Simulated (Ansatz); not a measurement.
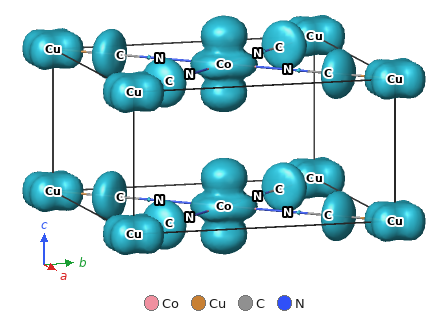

Figure 1: CoCuC₄N₄. Isosurface of the spin density at −0.03 e/Å³ (cyan), seen slightly off an axis. Sticks mark near contacts.

Space group P4/mmm; a structure generated by program, which may or may not match a known phase; spin-polarised.

Level of theory: DFT PBE, scalar-relativistic, plane waves, PAW (Ansatz 0.2.0).

```
Co Cu C N
1.0
     6.96112    0.00000    0.00000
     0.00000    6.96112    0.00000
     0.00000    0.00000    3.66703
Co Cu C N
1 1 4 4
Direct
  0.50000 0.50000 0.00000
  0.00000 0.00000 0.00000
  0.19468 0.80532 0.00000
  0.80532 0.19468 0.00000
  0.19468 0.19468 0.00000
  0.80532 0.80532 0.00000
  0.31303 0.68697 0.00000
  0.68697 0.31303 0.00000
  0.31303 0.31303 0.00000
  0.68697 0.68697 0.00000
```

Describe the spin distribution.

Answer. The spin density sits on Co: −0.5 μB in one cell of 10 atoms, with smaller moments on other sites: Cu (up to −0.24 μB): parallel main moments (a ferromagnetic arrangement) in this solution. The cell of the calculation (10 atoms) carries 1.1 μB of net spin moment.
